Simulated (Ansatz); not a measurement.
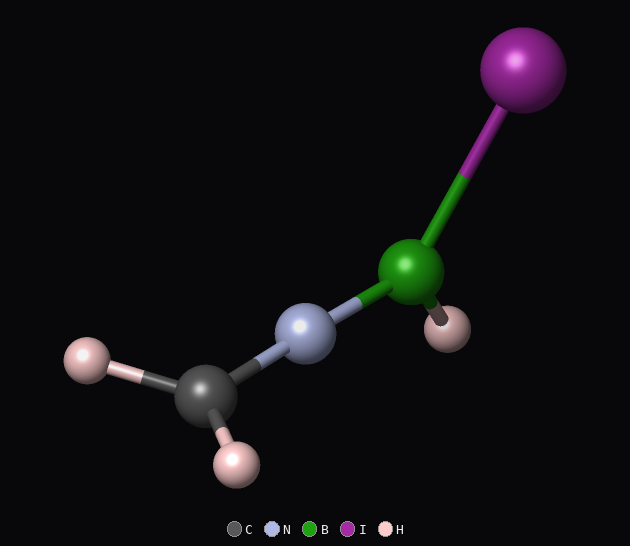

The picture shows the input geometry.

Input file:

```yaml
crystal:
  periodic: [false, false, false]
  atoms:
    - {symbol: C, position_ang: [-0.348370, 1.209457, 0.544103]}
    - {symbol: N, position_ang: [0.002431, 0.137084, -0.040423]}
    - {symbol: B, position_ang: [0.311922, -0.970722, -0.640253]}
    - {symbol: I, position_ang: [0.470163, -2.854128, 0.265664]}
    - {symbol: H, position_ang: [-1.362198, 1.436316, 0.691130]}
    - {symbol: H, position_ang: [0.405349, 1.808578, 1.083294]}
    - {symbol: H, position_ang: [0.573709, -0.947929, -1.796450]}
basis:
  gaussian: {orbitals: def2-SVP}
hamiltonian: {xc: {name: BHLYP}}
output: {forces: true}
```

It was started with:

```sh
ansatz run in.yaml --threads 2 --pin off --events-out ev --progress --plain --max-ram 4352MiB
```

What the program printed:

```
Functional definition: BHLYP
  name "BHLYP"
  cite "Becke, J. Chem. Phys. 98, 1372 (1993) doi:10.1063/1.464304"
  cite "Becke, Phys. Rev. A 38, 3098 (1988) doi:10.1103/PhysRevA.38.3098"
  cite "Lee, Yang & Parr, Phys. Rev. B 37, 785 (1988) doi:10.1103/PhysRevB.37.785"
  parameter a = 0.5
  exchange = (1 - a)*b88_x + a*exact_x
  correlation = lyp_c
920 factors; integrals over basis functions are off by at most 1.3e-3 eV
mean field evaluation 1: about -11344.8393 eV, gradient 3.4e1 eV
mean field evaluation 2: about -11343.6000 eV, gradient 4.2e1 eV
mean field evaluation 4: about -11347.4675 eV, gradient 1.7e0 eV
mean field evaluation 8: about -11347.8132 eV, gradient 2.9e-1 eV
mean field evaluation 16: about -11347.8135 eV, gradient 2.1e-5 eV
mean field -11347.81353862 eV, -417.0244557201 hartree, gradient 2.2e-5 eV, S^2 0.000000; 0 other end points of the search recorded, 0 dependent functions left out
the calculation of the forces begins
reference -11347.81369894 eV, -417.0244616115 hartree; 23, 23 occupied and 60, 60 virtual orbitals, 920 factors
Total energy: -11347.81369894 eV, -417.0244616115 hartree
Atom 0 at    -0.348370     1.209457     0.544103 Å, force     2.642635    -2.754774    -0.380597 eV/Å
Atom 1 at     0.002431     0.137084    -0.040423 Å, force    -1.507334     4.384652     2.579101 eV/Å
Atom 2 at     0.311922    -0.970722    -0.640253 Å, force     0.795020    -1.406918    -2.054506 eV/Å
Atom 3 at     0.470163    -2.854128     0.265664 Å, force     0.005296    -0.874021     0.647159 eV/Å
Atom 4 at    -1.362198     1.436316     0.691130 Å, force    -1.673646     0.603025    -0.063915 eV/Å
Atom 5 at     0.405349     1.808578     1.083294 Å, force    -0.264369     0.049293    -0.425610 eV/Å
Atom 6 at     0.573709    -0.947929    -1.796450 Å, force     0.002399    -0.001258    -0.301632 eV/Å
Dipole moment:    -0.181191     0.703575     0.173541 e Å
```

The calculation finished and met its thresholds.
